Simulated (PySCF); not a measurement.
B(H)(SMe)2, SMILES B(SC)SC at its PBE0/def2-SVP optimised geometry (Å):

```
12

B     -0.0266    -0.1577     0.0000
H     -0.6379     0.8841     0.0000
S      1.7601    -0.1577     0.0000
C      2.1556     1.6165     0.0015
H      1.7601     2.1081    -0.8970
H      3.2503     1.7018     0.0020
H      1.7593     2.1067     0.9003
S     -0.8995    -1.7168     0.0000
C     -2.6408    -1.1947    -0.0017
H     -2.8760    -0.6077     0.8957
H     -3.2503    -2.1081    -0.0002
H     -2.8753    -0.6112    -0.9015
```

Method: PBE0/def2-TZVP (PySCF). Cells within 0.4 Å of a nucleus heavier than hydrogen are left out (blank, or x).

Map of the deformation density (molecule minus spherical neutral atoms) (e/bohr³) on the plane z = 0.0 Å:

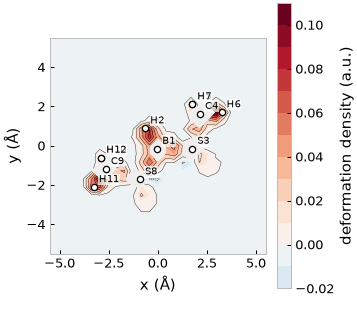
Deformation density (molecule minus spherical neutral atoms) (e/bohr³) on the plane z = 0.0 Å.
